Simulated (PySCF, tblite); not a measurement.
**C₅H₉FOSi: geometry, infrared bands and NMR shifts**

Aim: predict the infrared bands and NMR shifts of C₅H₉FOSi (`O=C(F)[C@H]1C[C@H]([SiH3])C1`).

Computed with tblite 0.8.0 and PySCF 2.14.0, with density-fitted response routines of our own, on a single molecule in the gas phase. Atoms are numbered from 0 throughout.

**1. The starting structure**

17 atoms, charge 0, multiplicity 1; geometry from: force field or distance geometry start.

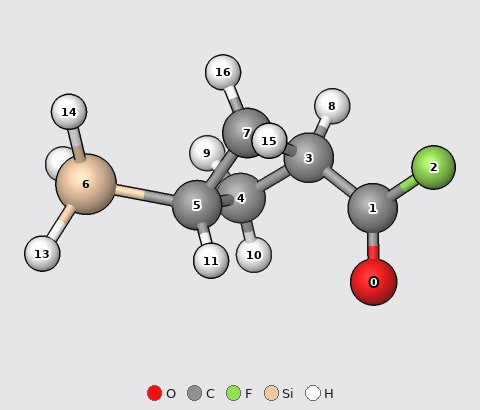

As it starts; oxygen red, carbon grey, fluorine green, silicon light orange, hydrogen white, atoms numbered; sticks join atoms by distance.

**2. Optimising the geometry with GFN2-xTB**

The job: settings as JSON, then the geometry in Å.

```
{"job": {"kind": "relax", "xc": "GFN2-xTB", "basis": "xTB"}, "charge": 0, "multiplicity": 1}
O     -2.286100     1.672100     0.854700
C     -2.295200     0.467500     0.708400
F     -3.267000    -0.274500     1.344300
C     -1.305100    -0.285500    -0.078400
C     -0.217200     0.453300    -0.756800
C      0.584500     0.377300     0.515700
Si     2.392500     0.020800     0.280000
C     -0.238800    -0.848600     0.861100
H     -1.748700    -1.036500    -0.760300
H      0.272800    -0.197700    -1.514100
H     -0.448400     1.454000    -1.138100
H      0.411900     1.206300     1.221600
H      2.676600    -0.120300    -1.126500
H      3.173100     1.062800     0.954500
H      2.698900    -1.275100     0.917800
H     -0.531800    -0.859800     1.920000
H      0.121000    -1.804000     0.435700
```

The run is started by

```sh
OMP_NUM_THREADS=1 python probes_run.py task.json out
```

One launch serves the whole session: the jobs run in the order shown.

**Question.** This job is followed by: GFN2-xTB harmonic vibrations, gas phase; GIAO PBE0/pcSseg-1 NMR shielding, non-relativistic, gas phase. Predict these results of the whole session: strongest single infrared mode (GFN2-xTB); zero-point energy (GFN2-xTB); 13C shifts against TMS (PBE0/pcSseg-1, means over atoms taken as alike); 1H shifts against TMS (PBE0/pcSseg-1, means over atoms taken as alike); 17O shifts against H2O (PBE0/pcSseg-1); 19F shifts against CFCl3 (PBE0/pcSseg-1); 29Si shifts against TMS (PBE0/pcSseg-1).

**Answer**, as computed:

| quantity | value |
| --- | --- |
| strongest single infrared mode (GFN2-xTB) | 1864 cm⁻¹, 454 km/mol |
| zero-point energy (GFN2-xTB) | 78.2 kcal/mol |
| 13C shifts against TMS (PBE0/pcSseg-1, means over atoms taken as alike) | 175.7, 33.8, 27.4, 10.1 ppm |
| 1H shifts against TMS (PBE0/pcSseg-1, means over atoms taken as alike) | 3.91, 3.28, 2.81, 2.05, 1.88 ppm |
| 17O shifts against H2O (PBE0/pcSseg-1) | 443.4 ppm |
| 19F shifts against CFCl3 (PBE0/pcSseg-1) | 46.8 ppm |
| 29Si shifts against TMS (PBE0/pcSseg-1) | -64.3 ppm |

In words: The optimisation took 126 steps and gained 0.596 eV; among the close pairs (by a distance rule), C3–C4 changed most, from 1.480 to 1.534 Å. All 45 modes are real, so the xTB geometry is a minimum. The strongest single mode, at 1864 cm⁻¹, moves mainly C1 and O0. GFN2-xTB is a fitted tight-binding method: band positions and strengths are rough. Its intensities can rank the bands wrongly. At PBE0/pcSseg-1: The largest span, 642 ppm, is at O0, where the paramagnetic term is -508 ppm.
